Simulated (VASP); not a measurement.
Band structure of ZrN (rock salt). These are vdW-DF2, VASP's PBE PAW potentials (set 64) (plane waves; VASP) values and carry that method's errors.

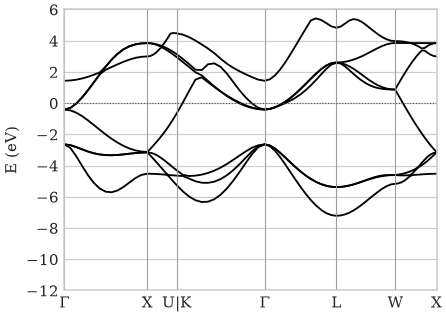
*Bands along high-symmetry lines, zero at the valence-band maximum or, without a gap, the Fermi level*

Question: Read the plot: is there a gap, and where are the band edges?

Answer: It has no gap at this level: it comes out as a metal or semimetal. (Edges off the drawn lines would not show.)

The compound is ZrN in the rock salt structure. It was relaxed first, which changed the volume by +7 %. The electron count is odd and the run is not spin-polarised, which forces a metal.
